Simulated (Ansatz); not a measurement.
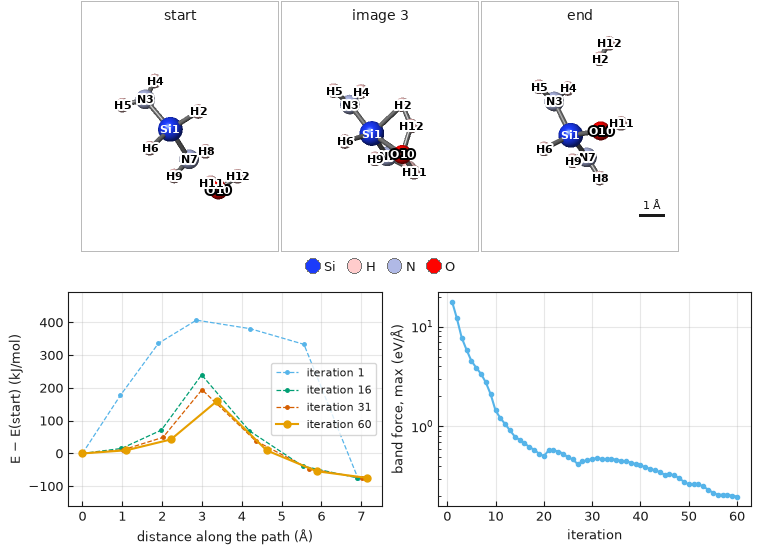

NEB run on SiN2H8O. Images are numbered from 0 (start) to 6 (end). The plot follows the band through its iterations. A ball-and-stick model, seen from a free direction.

Computed with RKS PBE/6-31G* in Ansatz. Run with 5 movable images; climbing image; force threshold 0.05 eV/Å; iteration limit 60; optimiser FIRE; largest step 0.02 Å; starting path through a guess of the saddle point.

**Judge this run.**

The result isn't final. The band hadn't converged when the run stopped after 60 iterations. The largest component of the band force went from 18 to 0.2 eV/Å. The barrier read from it is provisional: over the last two iterations the highest image moved from 160.4 kJ/mol to 158.9 kJ/mol. The step length is far from the usual. The first iteration put the highest image at 406.8 kJ/mol. The energy climbs by 158.9 kJ/mol to image 3 and then falls by 233.6 kJ/mol, so the end point sits at −74.7 kJ/mol.

Cost: 13 min on 1 thread of Arm Neoverse V2, on a shared host, peak memory 0.13 GiB.
